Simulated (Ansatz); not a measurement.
A periodic structure is given below.

```
Tb
1.0
     3.60000    0.00000    0.00000
    -1.80000    3.11769    0.00000
     0.00000    0.00000    5.69160
Tb
2
Direct
  0.33333 0.66667 0.75000
  0.66667 0.33333 0.25000
```

Summarise the structure in words.

The element is terbium. It is primitive hexagonal, space group P6_3/mmc (No. 194). Its structure type: hexagonal close-packed (Mg type). The cell holds two atoms. Tb is linked to twelve Tb in an anticuboctahedral arrangement at 3.52 to 3.60 Å. The bonds build a three-dimensional framework.

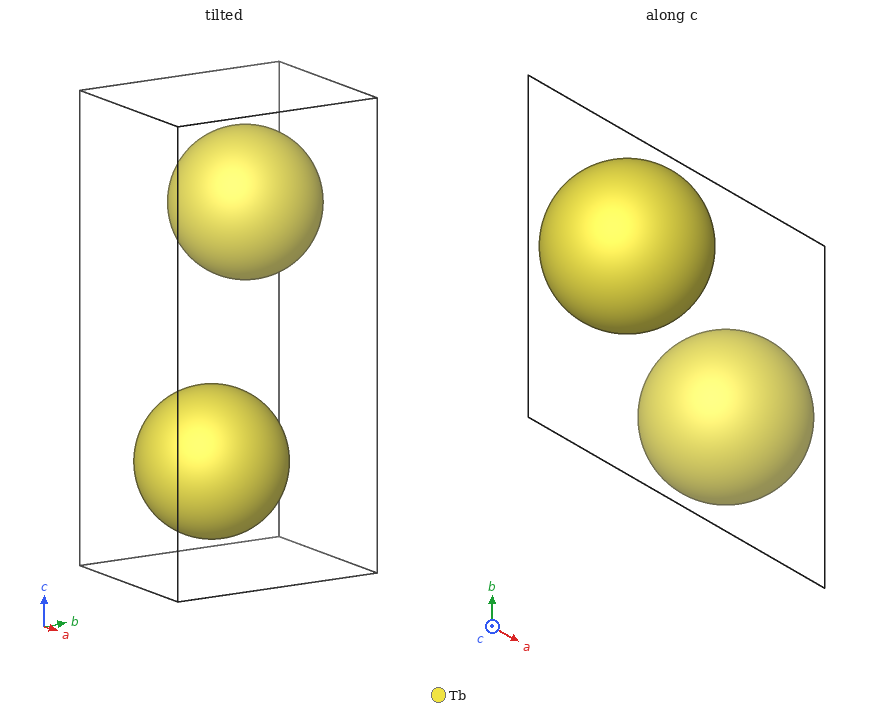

Spheres-only representation of a periodic structure, projected slightly off an axis and along the c axis. One conventional unit cell is framed, with atoms on its boundary repeated.

The model was built from the standard structure of this element. Earlier steps of the study, as a rule a relaxation of our own, may have changed the cell and positions, so they can lie some per cent off the listed ones. It was set up as input for a calculation with Ansatz.
